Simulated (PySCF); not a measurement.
# CASSCF(2,2)/6-31G(d) (spherical functions) run of C3H3FS (SMILES FCC1=CS1)

Aim: the vertical singlet–triplet gap of C3H3FS at CASSCF(2,2)/6-31G* (spherical functions), from 2 runs. 

The results are computed with PySCF 2.14.0.

2 further runs of the same task are left out: 2 set aside as unsound or not needed.

## (1) The molecule

C3H3FS: 8 atoms, total charge 0, spin state singlet. SMILES: `FCC1=CS1`. The coordinates come from a PBE0-D4/def2-TZVP relaxation. This is one conformer, not always the lowest.

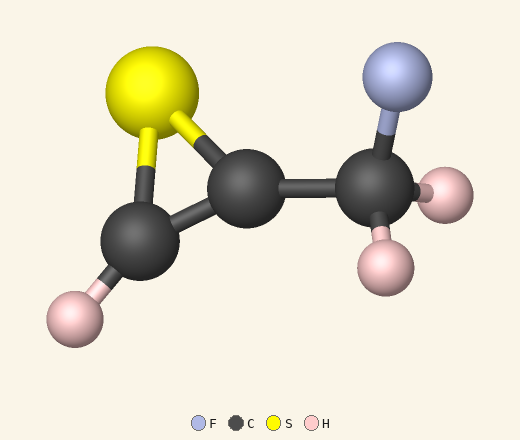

Viewed from a chosen angle; fluorine light blue, carbon dark grey, sulfur yellow, hydrogen pink.

## (2) The energy at CASSCF(2,2)/6-31G(d) (spherical functions)

mol.xyz reads:

```xyz
8

F     -0.195000     1.657900     1.248100
C      0.541600     0.889100     0.375800
C     -0.249000    -0.228300    -0.139300
C     -0.413600    -1.457200    -0.438900
S     -1.806800    -0.481900    -1.090600
H      1.422600     0.509300     0.902100
H      0.858000     1.528900    -0.455500
H     -0.065800    -2.474800    -0.457600
```

input.py reads:

```python
import numpy
from pyscf import gto, scf, mp, mcscf

mol = gto.M(
    atom='mol.xyz',
    spin=0,
    verbose=4,
    basis='6-31g*',
    charge=0,
    max_memory=1860,
)

mf = mol.RHF()
mf.conv_tol = 1e-10
mf.kernel()
if not mf.converged:
    mf = mf.newton().run(mf.mo_coeff, mf.mo_occ)

pt = mp.MP2(scf.addons.convert_to_uhf(mf)).run()
noons, natorbs = mcscf.addons.make_natural_orbitals(pt)
print('natural occupations', numpy.round(noons[:40], 4))
cas = mcscf.CASSCF(mf, 2, 2)
cas.fix_spin_(ss=0.0)
cas.natorb = True
cas.kernel(natorbs)
energy = cas.e_tot
print('Final energy', energy)
```

Launch:

```bash
$ OMP_NUM_THREADS=1 python input.py
```

The log of the run:

```text
PySCF version 2.14.0

[... 70 lines left out ...]
converged SCF energy = -612.179859221784
[... 34 lines left out ...]
sorting_mo_energy = False
[... 22 lines left out ...]
1-step CASSCF converged in   4 macro ( 53 JK  12 micro) steps
[... 2 lines left out ...]
Natural orbital (expansion on meta-Lowdin AOs) in CAS space
[... 10 lines left out ...]
CASSCF energy = -612.208515927763
[... 1 line left out ...]
Final energy -612.208515927763
```

It took 7.8 s on 1 thread of Arm Neoverse V1, shared host; peak memory 0.24 GiB.

## (3) The triplet at the same level

input.py reads:

```python
import numpy
from pyscf import gto, scf, mp, mcscf

mol = gto.Mole()
mol.atom = '''
F       -0.195000       1.657900       1.248100
C        0.541600       0.889100       0.375800
C       -0.249000      -0.228300      -0.139300
C       -0.413600      -1.457200      -0.438900
S       -1.806800      -0.481900      -1.090600
H        1.422600       0.509300       0.902100
H        0.858000       1.528900      -0.455500
H       -0.065800      -2.474800      -0.457600
'''
mol.charge = 0
mol.verbose = 3
mol.max_memory = 1860
mol.basis = '6-31g*'
mol.spin = 2
mol.build()

mf = mol.ROHF()
mf.conv_tol = 1e-10
mf.kernel()
if not mf.converged:
    mf = mf.newton().run(mf.mo_coeff, mf.mo_occ)

pt = mp.MP2(scf.addons.convert_to_uhf(mf)).run()
noons, natorbs = mcscf.addons.make_natural_orbitals(pt)
print('natural occupations', numpy.round(noons[:40], 4))
cas = mcscf.CASSCF(mf, 2, 2)
cas.fix_spin_(ss=2.0)
cas.natorb = True
cas.kernel(natorbs)
etot = cas.e_tot
print('E(%s) = %.9f' % ('CASSCF', etot))
```

Launch:

```bash
$ OMP_NUM_THREADS=1 python input.py
```

The log of the run:

```text
converged SCF energy = -612.079226183787
E(UMP2) = -612.745081530023  E_corr = -0.66585534623668
E(SCS-UMP2) = -612.721698045447  E_corr = -0.64247186166035
natural occupations [2.     1.9999 1.9999 1.9998 1.9998 1.9998 1.9998 1.9998 1.9997 1.9906
 1.9851 1.9816 1.9773 1.9769 1.9763 1.9726 1.9706 1.9642 1.9608 1.9484
 1.9436 1.9383 1.0087 0.9918 0.051  0.0394 0.0314 0.0237 0.0196 0.0176
 0.0165 0.0142 0.0138 0.0128 0.0121 0.0116 0.0112 0.0095 0.0089 0.0087]
CASSCF energy = -612.079226182832
CASCI E = -612.079226182832  E(CI) = -0.909714391891271  S^2 = 2.0000000
E(CASSCF) = -612.079226183
```

Run time: 5.7 s. Hardware: 1 thread of Arm Neoverse V1, shared host; peak memory 0.27 GiB.

## (4) Results

Level: CASSCF(2,2)/6-31G* (spherical functions).

| quantity | value |
| --- | --- |
| singlet: total energy | -612.20852 Eh |
| singlet: dipole moment (Hartree–Fock density) | 3.61 D |
| singlet: HOMO energy (Hartree–Fock orbitals) | -8.20 eV |
| singlet: LUMO energy (Hartree–Fock orbitals) | 3.50 eV |
| singlet: HOMO–LUMO gap (Hartree–Fock orbitals) | 11.70 eV |
| triplet: total energy | -612.07923 Eh |
| triplet: dipole moment (Hartree–Fock density) | 2.49 D |
| vertical energy of the triplet above the singlet | 3.518 eV |

At this shape the triplet lies 3.52 eV (339 kJ/mol) above the singlet.
